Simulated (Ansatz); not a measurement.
# ScB3 (built on the sites of a database entry of ScGa3): from the cell to its phonons

Aim: the phonons of ScB3 (built on the sites of a database entry of ScGa3) at a cell relaxed beforehand at this level. After the zone centre comes a 4×4×4 q mesh on a 12×12×12 k mesh.

Method: DFT LDA, scalar-relativistic, plane waves, norm-conserving pseudopotentials, in Ansatz 0.2.0.

The structure was built from a prototype and need not be the compound's stable phase.

### Step 1. Set-up

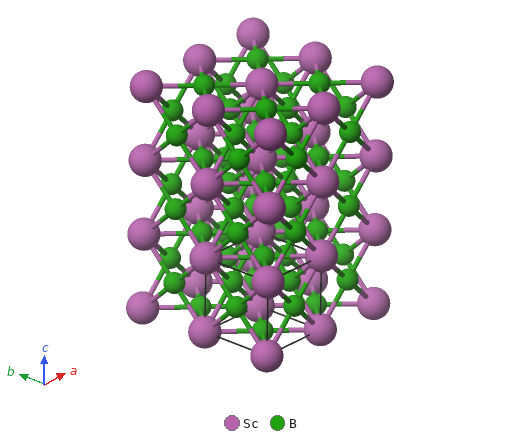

The cell as given, from a free direction (scandium purple, boron green). 2×2×3 cells are drawn. Some periodic images of atoms are drawn too.

### Step 2. Zone-centre response

The cell comes from relaxations at this level that are not shown. The zone centre comes first: it holds the modes that light can see, as far as symmetry allows. No field response is asked, since the mesh shows no gap.

File input.yaml:

```yaml
crystal:
  lattice:
    - [3.264037933, 0.0, 0.0]
    - [0.0, 3.264037933, 0.0]
    - [0.0, 0.0, 3.264037933]
  atoms:
    - { symbol: Sc, position: [0.0, 0.0, 0.0] }
    - { symbol: B, position: [0.0, 0.5, 0.5] }
    - { symbol: B, position: [0.5, 0.0, 0.5] }
    - { symbol: B, position: [0.5, 0.5, 0.0] }
kpoints:
  mp_grid: { grid: [12, 12, 12] }
hamiltonian:
  xc: lda
  pseudopotentials: { kind: nc }
scf:
  occupations: { method: methfessel_paxton, width: 0.15 }
output:
  eigenvalues: true
phonons:
  method: dfpt
```

The run is started by

```sh
ansatz run input.yaml --threads 4 --pin off --max-ram 7168MiB --backend cpu --events-out ev --progress --plain --runs-dir out
```

The log of the run:

```text
zone centre: on kpoints.mp_grid the ground state, and the responses unless they are solved on pairs of k-points, stand on 343 of the mesh's 1728 k-points, reduced under 8 symmetry operations, with k and −k counted as one. Each operation leaves every solved displacement unchanged or reverses it
Engine: ansatz 0.2.0, aarch64-unknown-linux-gnu
Pseudopotentials: kind: nc
Pseudopotential: Sc, nc, valence charge 11, recommended cutoff 1061.244064 eV (normal), Sc.nc.azcp (PseudoDojo's, or run here from an input of PseudoDojo's: the run reads no file of this project's for it)
Pseudopotential: B, nc, valence charge 3, recommended cutoff 1034.032677 eV (normal), B.nc.azcp (PseudoDojo's, or run here from an input of PseudoDojo's: the run reads no file of this project's for it)
Functional definition: SPW92
  exchange = slater_x
  correlation = pw_c
Crystal: 4 atoms, lattice volume = 34.775 Å³
Basis set: ecut = 1061.244064 eV, 2777 PW (Γ), exchange–correlation on 72×72×72 points (8 copies of the dense FFT grid, shifted against one another)
Bands: 14, of which v1, the nominal top of the filled ones, is band 10 counted from 1 (9 counted from 0)
Symmetry: 48 space group operations
k-points: 343 of 1728 (irreducible under 8 space group operations)
Non-local potential: Sc, projectors of the file, l = 0: 2, l = 1: 2, l = 2: 2
Non-local potential: B, projectors of the file, l = 0: 2, l = 1: 2
Initial density: superposition of atomic densities (chi_scale 0.1, normalization cell, long waves kept (reshape's long-wave potential 0.00 eV rms))
Initial wavefunctions: pseudopotential atomic-orbital guess
Functional: x = slater, c = lda
SCF iter   1: F=—  HF=-1556.074016 eV  |F-HF|=—  |Δ(HF+E_count)|=         —  Δρ=4.73e-2  dr2=1.25e0  ethr=3.10e-3  ⟨swp⟩=5.3  Hψ=23602  notcnv=0
preconditioner: auto → none  [metal: Δε(μ)=0.076 eV  Ē_g=8.037 eV  σ=0.150 eV  W_gap=0.41  n_scr=6 (ndim 8)  ℏωp=21.8 eV  f_vac=0.000  D(μ)=0.51/eV (n_scr^D=0)  sad-step TF]
SCF iter   2: F=—  HF=-1555.806420 eV  |F-HF|=—  |Δ(HF+E_count)|=   2.68e-1  S|Δr|=    0.00e0  Δρ=2.43e-2  dr2=3.16e-1  ethr=3.10e-3  ⟨swp⟩=2.0  Hψ=8663  notcnv=0  defer=27
SCF iter   3: F=—  HF=-1555.706329 eV  |F-HF|=—  |Δ(HF+E_count)|=   1.00e-1  S|Δr|=    0.00e0  Δρ=1.00e-2  dr2=4.18e-2  ethr=1.58e-3  ⟨swp⟩=2.0  Hψ=8219  notcnv=0  defer=27
SCF iter   4: F=—  HF=-1555.693867 eV  |F-HF|=—  |Δ(HF+E_count)|=   1.25e-2  S|Δr|=    0.00e0  Δρ=1.18e-3  dr2=1.73e-4  ethr=2.09e-4  ⟨swp⟩=2.1  Hψ=8637  notcnv=0  defer=18
SCF iter   5: F=—  HF=-1555.693916 eV  |F-HF|=—  |Δ(HF+E_count)|=   4.91e-5  S|Δr|=    0.00e0  Δρ=2.71e-4  dr2=3.38e-5  ethr=8.64e-7  ⟨swp⟩=2.3  Hψ=7530  notcnv=0  defer=18
SCF iter   6: F=—  HF=-1555.693907 eV  |F-HF|=—  |Δ(HF+E_count)|=   9.74e-6  S|Δr|=    0.00e0  Δρ=5.00e-5  dr2=1.03e-6  ethr=1.69e-7  ⟨swp⟩=2.2  Hψ=6501  notcnv=0  defer=18
SCF iter   7: F=—  HF=-1555.693906 eV  |F-HF|=—  |Δ(HF+E_count)|=   7.18e-7  S|Δr|=    0.00e0  Δρ=3.47e-6  dr2=3.44e-9  ethr=5.15e-9  ⟨swp⟩=2.5  Hψ=7687  notcnv=0  defer=18
SCF iter   8: F=—  HF=-1555.693906 eV  |F-HF|=—  |Δ(HF+E_count)|=   2.33e-9  S|Δr|=    0.00e0  Δρ=4.90e-7  dr2=3.00e-11  ethr=1.72e-11  ⟨swp⟩=2.3  Hψ=8600  notcnv=0  defer=18
SCF iter   9: F=-1555.693906 eV  HF=-1555.693906 eV  |F-HF|=2.27e-13  |Δ(HF+E_count)|=  3.41e-12  S|Δr|=    0.00e0  Δρ=1.64e-8  dr2=1.61e-14  ethr=1.00e-12  ⟨swp⟩=7.7  Hψ=25585  notcnv=0
SCF 1 converged in 9 iterations: F = -1555.693906 eV  dr2 = 1.61e-14
DFPT response loops at Γ: preconditioner auto → Kerker (q_TF=auto, 2.488 Å⁻¹) (partly filled bands, converged f_vac=0.000); β = 1.00, the filter's whole step (`scf.mixing.beta` (0.50) is not read by the response loops under this deck's `scf.mixing.preconditioner`; to damp them name `kerker` or `kerker_dos`, under which they read `scf.mixing.beta`, and type it under 1.00, their step now; both keys bind the ground state too); Broyden in place of MSR1
SCF converged after 9 iterations
Stability not checked: this state was not tested for a lower state beside it, because cold or Methfessel-Paxton smearing, or corrected tetrahedra, fill the levels in a way that the test cannot read (fill_not_monotonic; see scf.lower_state_search)
Free energy (F): -1555.693906 eV
Harris-Foulkes:  -1555.693906 eV  (|F-HF|=2.27e-13)
Internal energy: -1555.694673 eV  (E = F + TS)
E sigma→0 (E₀):  -1555.694098 eV
Entropy (-TS):   0.000767 eV (0.192 meV/atom)
Fermi energy:    12.899763 eV
--- Per-component energies (eV) ---
  E_band       = -49.882578
  E_kinetic    = 650.535347
  E_local      = -979.281434  (includes V_loc(G=0)·N_el)
  E_nonlocal   = 63.841437
  E_hartree    = 279.561180
  E_xc         = -320.288891
  E_vxc        = -344.100286  (∫ρ·V_xc dr)
  E_ewald      = -1250.062312
  E_smearing   = 0.000767  (= −TS)
  E_closure    = -0.000000  (closes the sum)
  Σ components = -1555.693906   (vs F -1555.693906, Δ=0.00e0)
--- Band table (eV; the first three rows and the last of 343) ---
  k-point 0: bands = [... 6 lower, 9.6634, 10.1537, 10.1537, 10.1537, 16.6930, 16.6930, 16.6930, 17.0530]
  k-point 1: bands = [... 6 lower, 9.7074, 10.1409, 10.1409, 10.9678, 15.8945, 15.8945, 16.7149, 16.7528]
  k-point 2: bands = [... 6 lower, 9.8350, 10.0969, 10.0969, 11.9798, 15.1773, 15.1773, 16.0763, 16.7754]
  k-point 342: bands = [... 6 lower, 6.6550, 6.6550, 9.5931, 9.5931, 9.5931, 18.4201, 18.4201, 20.9859]
--- Phonons (Γ-DFPT): 3 representative perturbations + reference, on 343 of 1728 k-points (Σ response iterations 10) ---
  k mesh reduced under 8 symmetry operations, with k and −k counted as one. Each operation leaves every solved displacement unchanged or reverses it
  ASR residual: 3.519e-5 → 0.000e0 eV/Å²; symmetrization residual: 1.529e-6 eV/Å²
  ASR residual per site (eV/Å²): 3.52e-5 6.87e-6 6.87e-6 6.87e-6
  Γ frequencies (cm⁻¹): -404.16 -404.16 -404.16 0.00 0.00 0.00 399.43 399.43 399.43 643.97 643.97 643.97
  non-analytic LO–TO correction: not included (Born effective charges unavailable; polar crystals: no LO–TO splitting at Γ)
```

Run time: 51 s. Hardware: 4 threads of Arm Neoverse V1, shared host; peak memory 1.8 GiB.

Reading the cycles: dr2 is the Hartree energy of the density residual (eV), the measure of convergence; HF is the Harris–Foulkes estimate of the energy, which meets the free energy F at convergence.

Numbers from this step:

```yaml
volume_per_atom: 8.694 Å³
gap_on_the_k_mesh: 0 eV
sum_rule_residual_before_enforcement: 3.52e-5 eV/Å²
point_group: m-3m
highest_optical_mode_at_the_zone_centre_no_lo_to_term: 644.0 cm⁻¹
lowest_optical_zone_centre_mode: -404.2 cm⁻¹
```

Patterns of degenerate modes are one choice out of their space. Modes at Γ, with each element's share of the kinetic energy (negative means imaginary):

```tsv
mode	frequency (cm⁻¹)	symmetry	Sc %	B %
1	-404.2	T1u	3	97
2	-404.2	T1u	3	97
3	-404.2	T1u	3	97
4	0.0	acoustic	58	42
5	0.0	acoustic	58	42
6	0.0	acoustic	58	42
7	399.4	T2u	0	100
8	399.4	T2u	0	100
9	399.4	T2u	0	100
10	644.0	T1u	39	61
11	644.0	T1u	39	61
12	644.0	T1u	39	61
```

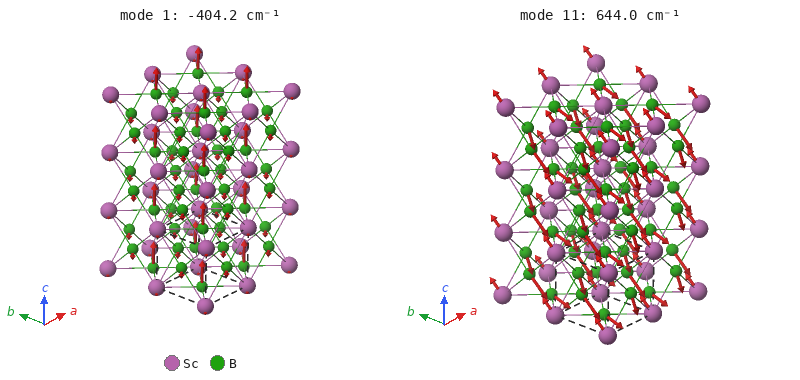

Displacement patterns of modes 1 and 11 at Γ; arrows are exaggerated. 2×2×3 cells are drawn. Some periodic images of atoms are drawn too.

Before it was imposed, the acoustic sum rule was missed by 3.5e-5 eV/Å². Small misses are needed for a sound result but don't prove that mesh and cutoff are converged. The lowest optical mode is imaginary, 404.2i cm⁻¹, so the energy falls along it.

### Step 3. Phonons on a q mesh

Stability and thermal properties need the whole zone. Linear response on a 4×4×4 q mesh gives force constants as far as a supercell of that size would.

input.yaml: that of step 2 with these lines changed.

```diff
@@ -21 +21,8 @@
   method: dfpt
+  qmesh: [4, 4, 4]
+  temperatures: { t_max: 1000, t_step: 50 }
+  qpath:
+    path:
+      - [[0.0, 0.0, 0.0], [0.0, 0.5, 0.0], [0.5, 0.5, 0.0], [0.0, 0.0, 0.0], [0.5, 0.5, 0.5], [0.0, 0.5, 0.0]]
+      - [[0.5, 0.5, 0.5], [0.5, 0.5, 0.0]]
+    npoints: 10
```

The log of the run:

```text
[...]
Crystal: 4 atoms, lattice volume = 34.775 Å³
Basis set: ecut = 1061.244064 eV, 2777 PW (Γ), exchange–correlation on 72×72×72 points (8 copies of the dense FFT grid, shifted against one another)
Bands: 14, of which v1, the nominal top of the filled ones, is band 10 counted from 1 (9 counted from 0)
Symmetry: 48 space group operations
k-points: 84 of 1728
[...]
SCF iter   1: F=—  HF=-1556.074095 eV  |F-HF|=—  |Δ(HF+E_count)|=         —  Δρ=4.73e-2  dr2=1.25e0  ethr=3.10e-3  ⟨swp⟩=5.2  Hψ=5771  notcnv=0
[...]
SCF iter   9: F=-1555.693906 eV  HF=-1555.693906 eV  |F-HF|=2.27e-13  |Δ(HF+E_count)|=  9.32e-12  S|Δr|=    0.00e0  Δρ=2.63e-8  dr2=4.72e-14  ethr=1.00e-12  ⟨swp⟩=7.7  Hψ=6318  notcnv=0
SCF 1 converged in 9 iterations: F = -1555.693906 eV  dr2 = 4.72e-14
[...]
iter 1 solved again at ethr=5.21e-8 eV; its pass at ethr=3.10e-3 eV (dr2=1.04e-5 eV) is discarded
SCF iter   1: F=—  HF=-1555.693905 eV  |F-HF|=—  |Δ(HF+E_count)|=         —  Δρ=3.63e-7  dr2=2.15e-11  ethr=5.21e-8  ⟨swp⟩=4.1  Hψ=10123  notcnv=0
eigensolver tolerance schedule: the retry pair's looser diagonalisation over-reported the residual by 485060.67 of it (diagonalisation noise at an unbounded share of the residual, at the tolerance the schedule requests for it); recorded, not acted on — ethr = c·dr2/N_el stays at c = 1.0e-1
[...]
SCF iter   2: F=—  HF=-1555.693906 eV  |F-HF|=—  |Δ(HF+E_count)|=   8.93e-7  S|Δr|=    0.00e0  Δρ=2.16e-7  dr2=1.78e-11  ethr=1.00e-12  ⟨swp⟩=3.9  Hψ=3222  notcnv=0
SCF iter   3: F=-1555.693906 eV  HF=-1555.693906 eV  |F-HF|=1.36e-12  |Δ(HF+E_count)|=  4.55e-12  S|Δr|=    0.00e0  Δρ=1.24e-7  dr2=3.11e-12  ethr=1.00e-12  ⟨swp⟩=3.0  Hψ=4258  notcnv=0
SCF 2 converged in 3 iterations: F = -1555.693906 eV  dr2 = 3.11e-12
phonons: the bands overlap, so this run is a metal and interpolates without the dipole-dipole term. If the crystal is really an insulator or semiconductor, its LO-TO splitting is missing
NSCF: frozen V_eff on 84 k-points
[...]
DFPT response loops at q = (0, 0, 0) (fractional): preconditioner auto → Kerker (q_TF=auto, 2.488 Å⁻¹) (partly filled bands, converged f_vac=0.000); β = 1.00, the filter's whole step (`scf.mixing.beta` (0.50) is not read by the response loops under this deck's `scf.mixing.preconditioner`; to damp them name `kerker` or `kerker_dos`, under which they read `scf.mixing.beta`, and type it under 1.00, their step now; both keys bind the ground state too); Broyden in place of MSR1
[...]
phonons.qmesh, q = [0.2500, 0.2500, 0.2500]: its response loops start from zero, take more passes and end by a threshold: the memory limit or budget leaves too little room for the subspace of the ground state's own states beside the solves, or none could be made (phonons.method)
[...]
SCF converged after 9 iterations
[...]
Free energy (F): -1555.693906 eV
[...]
Internal energy: -1555.694673 eV  (E = F + TS)
E sigma→0 (E₀):  -1555.694098 eV
Entropy (-TS):   0.000767 eV (0.192 meV/atom)
Fermi energy:    12.899763 eV
[...]
--- Band table (eV; the first three rows and the last of 84) ---
  k-point 0: bands = [... 6 lower, 9.6634, 10.1537, 10.1537, 10.1537, 16.6930, 16.6930, 16.6930, 17.0530]
  k-point 1: bands = [... 6 lower, 9.7074, 10.1409, 10.1409, 10.9678, 15.8945, 15.8945, 16.7149, 16.7528]
  k-point 2: bands = [... 6 lower, 9.8350, 10.0969, 10.0969, 11.9798, 15.1773, 15.1773, 16.0763, 16.7754]
  k-point 83: bands = [... 6 lower, 6.6550, 6.6550, 9.5931, 9.5931, 9.5931, 18.4201, 18.4201, 20.9859]
--- Phonons (Γ-DFPT): 3 representative perturbations + reference (Σ response iterations 9) ---
  ASR residual: 4.668e-5 → 0.000e0 eV/Å²; symmetrization residual: 5.297e-7 eV/Å²
  ASR residual per site (eV/Å²): 4.67e-5 1.81e-6 1.81e-6 1.81e-6
[...]
--- Phonons (arbitrary-q DFPT): 10 irreducible q on the 4×4×4 mesh ---
  q = [0.0000, 0.0000, 0.0000] (star 1, of the zone-centre solve; hermiticity 4.13e-8, symmetrization 2.03e-15): -404.16 -404.16 -404.16 -0.00 0.00 0.00 399.43 399.43 399.43 643.97 643.97 643.97
  q = [0.0000, 0.0000, 0.2500] (star 6, 7 solved perturbations in 3612 linear systems a pass and spin channel, the states on 588 of 1728 k-point pairs; hermiticity 3.74e-8, symmetrization 4.59e-14, the responses' own estimated error 3.0e-5 eV/Å²): -361.74 -361.74 -328.15 142.05 142.05 272.34 416.85 416.85 482.46 617.59 617.59 621.92
[...]
q = [0.0000, 0.2500, -0.5000] (star 12, 12 solved perturbations on 588 of 1728 k-point pairs; hermiticity 1.53e-8, symmetrization 1.11e-8, the responses' own estimated error 2.8e-5 eV/Å²): -326.53 -312.26 -101.27 286.54 296.25 354.61 428.17 463.53 545.76 561.47 565.21 612.61
[...]
sum rule: each row above includes the acoustic sum rule's correction from the zone centre's row sums; it moved no ω² by more than (0.53 cm⁻¹)²
  mesh force constants: q→R imaginary residual 1.30e-18; ASR residual 4.668e-5 → 0.000e0 eV/Å²; symmetrization residual 7.105e-15 eV/Å²
  interpolated dispersion: 62 rows × 12 modes
  density of states and harmonic sums: on the 20×20×20 q-mesh, interpolated from the force constants of a 4×4×4 supercell (no non-analytic term)
  largest difference from the sums on the solved wave vectors: F 1.04e-2 eV, S 1.48e-5 and C_V 4.50e-6 eV/K
  zero-point energy: 0.249211 eV/cell   skipped modes (ω ≤ 0): 841, of them read as no rigid motion or as one in doubt: 838 (2.949e0 modes/cell left out, lowest -529.29 cm⁻¹)   left out of the sums: 2.46e-1 of the cell's modes: C_V's classical limit lies that fraction below 3 k_B per atom; for a crystal, a wire or a layer, F and S can be off by more, and a phonons.interpolated_qmesh denser along its periods is the remedy for the sampling
```

It took 21 min on 4 threads; peak memory 4.5 GiB.

This step gave:

| Item | Value |
| --- | --- |
| sum-rule residual before enforcement | 4.67e-5 eV/Å² |
| lowest frequency on the path | -529.3 cm⁻¹ |
| highest frequency on the path or at a solved wavevector | 644.7 cm⁻¹ |
| lowest mode on the q mesh (acoustic modes at Γ apart) | -529.3 cm⁻¹ |

(Continued in part 2 of 2.)

[Logs are printed without paths, hosts, clocks, repeated set-up lines and the standing remarks that a program may print on its own settings, such as how far it seeks lower states.]

[Hosts, paths, dates, database ids (printed as entryN), source tags and the programs' standing remarks are cut or masked in the printed files.]
